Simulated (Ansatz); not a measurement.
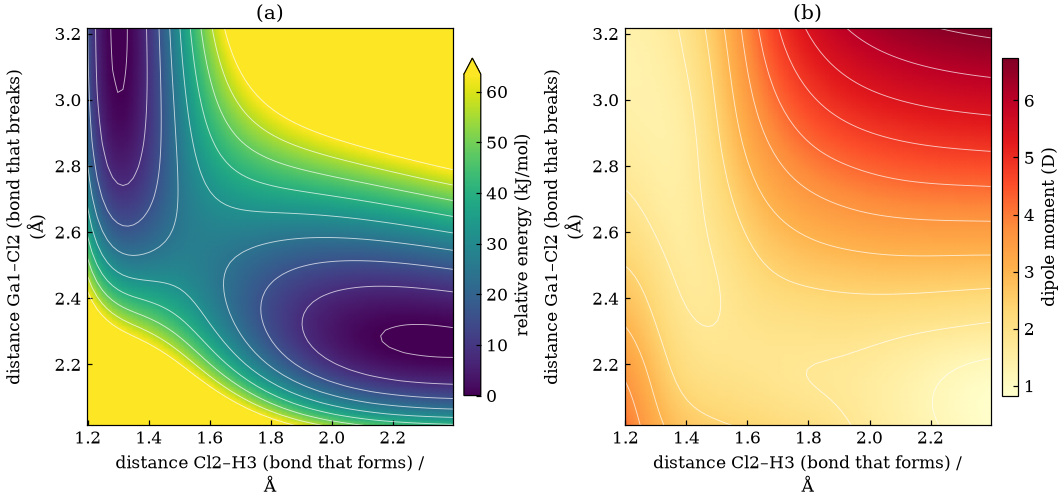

The reacting system Cl₂GaH. The first coordinate is: distance Cl2–H3 (bond that forms); the second: distance Ga1–Cl2 (bond that breaks). Relaxed at each point: all other coordinates. The scan uses a 10 × 10 grid. Points are written as (first, second). All energies are given in kJ/mol relative to the lowest grid point. The reference is spin-restricted, so regions where a bond is pulled apart into radicals lie too high. The calculation used Ansatz 0.2.0, RKS CAM-B3LYP-D4/def2-SVP.

Panel (a) is the energy; panel (b) is the computed dipole moment, in D.

The picture shows a smooth colour map with a few white contour lines, one colour for all values above the top of the scale. Between grid points the surface is interpolated.

### How does the dipole moment vary over the map, and what is it at the lowest grid point?

Leaving out the highest fifth of the energies, it runs from 0.84 D at (2.397 Å, 2.093 Å) to 5.31 D at (1.920 Å, 3.052 Å). At the lowest grid point, (1.274 Å, 3.216 Å), it is 1.47 D. That point lies on the edge of the scan.

```
second ↓, first →  1.197  1.274  1.380  1.501  1.632  1.773  1.920  2.073  2.233  2.397
            3.216   1.40   1.47   1.83   2.77   4.16   5.30   5.98   6.38   6.61   6.74
            3.052   1.38   1.39   1.65   2.54   3.83   4.76   5.31   5.62   5.81   5.92
            2.892   1.51   1.44   1.53   2.35   3.43   4.18   4.61   4.85   4.99   5.07
            2.739   1.78   1.61   1.54   2.14   2.99   3.58   3.89   4.08   4.17   4.21
            2.592   2.13   1.89   1.61   1.94   2.57   2.98   3.21   3.32   3.36   3.36
            2.451   2.55   2.24   1.75   1.79   2.19   2.44   2.54   2.59   2.57   2.53
            2.320   2.99   2.58   1.95   1.81   1.94   2.01   2.04   1.98   1.87   1.76
            2.199   3.43   2.92   2.19   1.94   1.88   1.81   1.75   1.58   1.32   1.12
            2.093   3.83   3.19   2.48   2.21   2.06   1.89   1.75   1.47   1.15   0.84
            2.016   4.12   3.38   2.72   2.45   2.31   2.13   1.84   1.52   1.19   0.87
```
